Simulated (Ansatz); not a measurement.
# AlHF2: Born-Oppenheimer dynamics

What does AlHF2 do in its first 30 fs at constant energy, with the temperature set to 1500 K?

Method: PBE/def2-SVP; program: Ansatz 0.2.0, Gaussian basis.

**1. The geometry**

The structure was relaxed beforehand with PBE0-D4 in a triple-zeta def2 set.

SMILES `[F][AlH][F]`, 4 atoms, charge 0, spin multiplicity 1.

Atoms are counted from 1 here; the program's logs count them from 0.

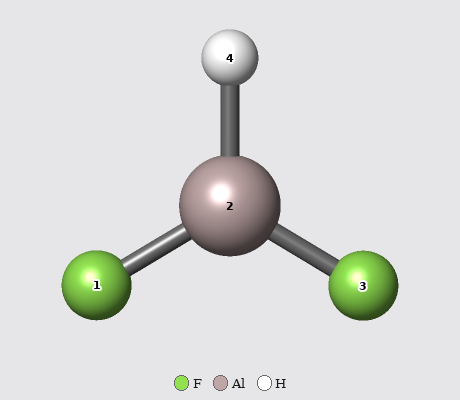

The geometry (fluorine green, aluminium light grey, hydrogen white); atoms are numbered from 1 in the order of the file.

**2. Dynamics**

Input file in.yaml:

```yaml
crystal:
  periodic: [false, false, false]
  atoms:
    - {symbol: F, position_ang: [-0.018954, -0.988335, 1.292495]}
    - {symbol: Al, position_ang: [0.039062, 0.004898, -0.009778]}
    - {symbol: F, position_ang: [-1.212131, -0.040761, -1.067242]}
    - {symbol: H, position_ang: [1.247623, 0.963897, -0.235776]}
basis:
  gaussian: {orbitals: def2-SVP}
hamiltonian: {xc: {name: PBE}}
md: {timestep: 1 fs, n_steps: 30, ensemble: nve, temperature: 1500, initial_velocities: maxwell_boltzmann, seed: 478}
```

Command:

```bash
$ ansatz run in.yaml --threads 2 --pin off --events-out ev --progress --plain --max-ram 32768MiB --backend cpu
```

What it wrote, shortened:

```text
Functional definition: PBE
  name "PBE"
  cite "Perdew, Burke & Ernzerhof, Phys. Rev. Lett. 77, 3865 (1996) doi:10.1103/PhysRevLett.77.3865"
  parent pbe
[...]
547 factors; their error is unknown
[...]
mean field -12035.14303431 eV, -442.2833487978 hartree, gradient 6.3e-6 eV, S^2 0.000000; 0 other end points of the search recorded, 0 dependent functions left out
[...]
reference -12035.14307031 eV, -442.2833501211 hartree; 16, 16 occupied and 35, 35 virtual orbitals, 547 factors
md step     0: t =     0.00 fs  T =  1500.0 K  F+E_penalty+E_count = -12035.14303431 eV  E_kin = 0.387780 eV  conserved = -12034.75525431 eV  (24 SCF iters)
[...]
md step     7: t =     7.00 fs  T =   601.0 K  F+E_penalty+E_count = -12034.90858648 eV  E_kin = 0.155382 eV  conserved = -12034.75320413 eV  (27 SCF iters)
[...]
md step    14: t =    14.00 fs  T =   530.4 K  F+E_penalty+E_count = -12034.89075902 eV  E_kin = 0.137110 eV  conserved = -12034.75364868 eV  (26 SCF iters)
[...]
md step    21: t =    21.00 fs  T =  1010.7 K  F+E_penalty+E_count = -12035.01552495 eV  E_kin = 0.261291 eV  conserved = -12034.75423410 eV  (26 SCF iters)
[...]
md step    28: t =    28.00 fs  T =   611.4 K  F+E_penalty+E_count = -12034.91120684 eV  E_kin = 0.158058 eV  conserved = -12034.75314849 eV  (27 SCF iters)
[...]
md step    29: t =    29.00 fs  T =   600.6 K  F+E_penalty+E_count = -12034.90840403 eV  E_kin = 0.155274 eV  conserved = -12034.75312967 eV  (27 SCF iters)
[...]
md step    30: t =    30.00 fs  T =   630.2 K  F+E_penalty+E_count = -12034.91615536 eV  E_kin = 0.162917 eV  conserved = -12034.75323830 eV  (23 SCF iters)
Total energy: -12034.91619101 eV, -442.2750124605 hartree
Atom 0 at    -0.019850    -0.978372     1.277772 Å, force    -0.005741    -1.885746     2.479190 eV/Å
Atom 1 at     0.078339    -0.009454     0.028656 Å, force    -1.467478     2.298600    -4.042321 eV/Å
Atom 2 at    -1.262525    -0.037638    -1.101717 Å, force     1.459089    -0.100092     1.283718 eV/Å
Atom 3 at     1.162980     1.101409    -0.337277 Å, force     0.014129    -0.312762     0.279413 eV/Å
Dipole moment:     0.311829     0.080675     0.090612 e Å
```

Wall time 25 s (2 threads, shared host).

**3. The trajectory**

One row in 2; energies are counted from the first frame:

| time (fs) | T (K) | potential (meV) | conserved (meV) | F1–Al2 (Å) |
| --- | --- | --- | --- | --- |
| 0.0 | 1500 | 0.0 | 0.00 | 1.639 |
| 2.0 | 1407 | 24.8 | 0.70 | 1.681 |
| 4.0 | 1111 | 102.0 | 1.33 | 1.721 |
| 6.0 | 759 | 193.3 | 1.82 | 1.754 |
| 8.0 | 473 | 267.8 | 2.23 | 1.778 |
| 10.0 | 344 | 301.0 | 2.30 | 1.793 |
| 12.0 | 388 | 289.4 | 1.97 | 1.797 |
| 14.0 | 530 | 252.3 | 1.60 | 1.790 |
| 16.0 | 685 | 212.2 | 1.56 | 1.775 |
| 18.0 | 832 | 174.3 | 1.61 | 1.750 |
| 20.0 | 968 | 138.7 | 1.25 | 1.720 |
| 22.0 | 1020 | 125.1 | 0.90 | 1.685 |
| 24.0 | 923 | 150.2 | 1.12 | 1.650 |
| 26.0 | 741 | 197.9 | 1.70 | 1.619 |
| 28.0 | 611 | 231.8 | 2.11 | 1.596 |
| 30.0 | 630 | 226.9 | 2.02 | 1.584 |

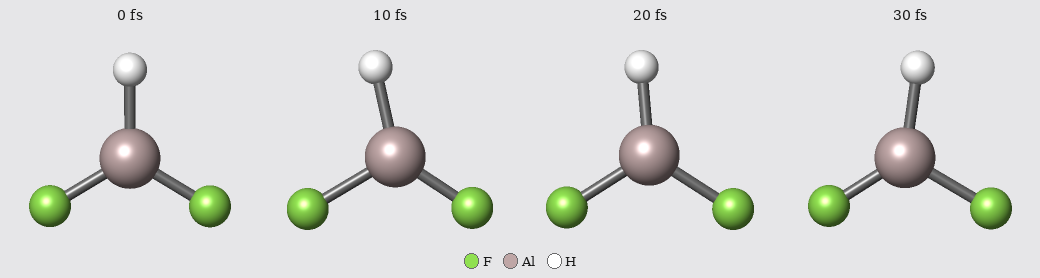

Four frames; sticks are those of the first frame.

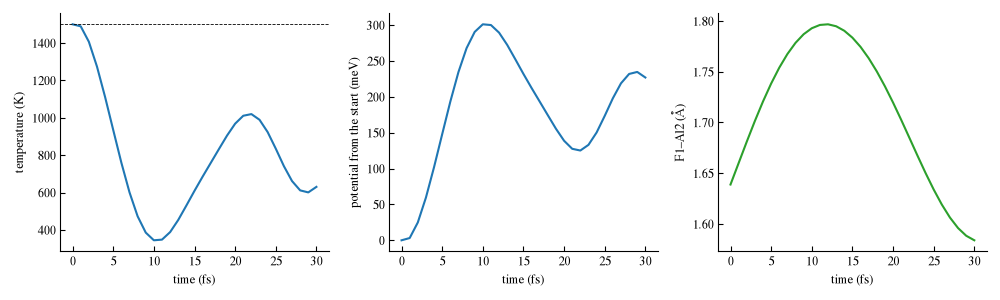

Temperature (the set value dashed), potential energy and the bond that swings most.

Positions (Å) and forces (eV/Å) at 30.0 fs:

```xyz
4

F    -0.020   -0.978    1.278   -0.006   -1.886    2.479
Al    0.078   -0.009    0.029   -1.467    2.299   -4.042
F    -1.263   -0.038   -1.102    1.459   -0.100    1.284
H     1.163    1.101   -0.337    0.014   -0.313    0.279
```

**4. Outcome**

| quantity | value |
| --- | --- |
| length | 30 steps of 1.0 fs |
| temperature, first and last frame | 1500, 630 K |
| temperature, second half | mean 799 K, from 601 to 1020 K |
| swing of the potential | 301 meV |
| largest change of the conserved energy | 2.32 meV |
| range of F1–Al2 | 1.584 to 1.797 Å |

**Reading.** From 1500 K at the start the temperature swings between 344 and 1500 K: with 4 atoms it has no steady value yet; starting near a minimum, about half of the kinetic energy flows into the potential. The conserved energy moves by 2.32 meV, 0.8 % of the potential's swing, so the step is short enough for this stretch. F1–Al2 swings most, by 0.21 Å; no bond breaks. A run of 30 fs gives no averages.
